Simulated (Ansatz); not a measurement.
Cl₃H₂NSi···HF

The calculation's input:

```
crystal:
  periodic: [false, false, false]
  atoms:
    - { symbol: Si, position_ang: [-0.606033, -0.094715, -0.381241] }
    - { symbol: F, position_ang: [-0.132843, 1.018333, 2.144678] }
    - { symbol: Cl, position_ang: [1.270546, -0.753447, 0.159156] }
    - { symbol: Cl, position_ang: [-0.511916, 1.886586, -0.93265] }
    - { symbol: Cl, position_ang: [-1.113601, -1.213672, -2.049638] }
    - { symbol: "N", position_ang: [-1.861655, -0.431412, 0.839011] }
    - { symbol: H, position_ang: [-2.603656, -1.011777, 0.442419] }
    - { symbol: H, position_ang: [-2.279821, 0.420957, 1.208263] }
    - { symbol: H, position_ang: [-0.391322, 0.179148, 2.440902] }
basis:
  gaussian: { orbitals: cc-pVDZ }
hamiltonian:
  xc: pbe0
  dispersion: d4
relax:
  f_tol: 0.03
  max_steps: 50
output:
  orbitals: {}
```

Command:

```sh
ansatz run input.yaml --threads 4 --pin off --max-ram 5120MiB --backend cpu --events-out ev --progress --plain --runs-dir out
```

The fields are those of the relaxed geometry.

Method: Ansatz, RKS PBE0-D4/cc-pVDZ.

What can the converged electron density and electron localisation function tell about the bonding?

Answer. N6···H9 (1.77 Å): the density falls to about 0.3 e/Å³ on the way; the ELF dips to about 0.20 between them; a closed-shell contact with the geometry of a hydrogen bond.
Si–N (1.74 Å): ρ is about 1 e/Å³ halfway; the ELF peaks at about 0.90 between the atoms; a shared but strongly polarised pair.
Si–Cl (2.06 Å): the density is about 0.87 e/Å³ at the midpoint; the ELF peaks at about 0.85 between the atoms; a shared but strongly polarised pair.
F–H (0.94 Å): ρ at the midpoint is about 4.5 e/Å³; the ELF climbs to about 0.95 towards the hydrogen, as it does in any bond to H: an ordinary covalent bond to hydrogen.

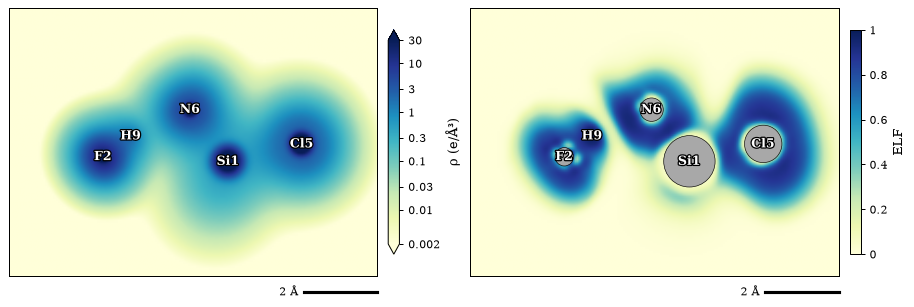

Computed electron density and electron localisation function on the plane of atoms Cl5, Si1 and N6, in this order. Grey discs cover the atomic cores in the ELF map. 
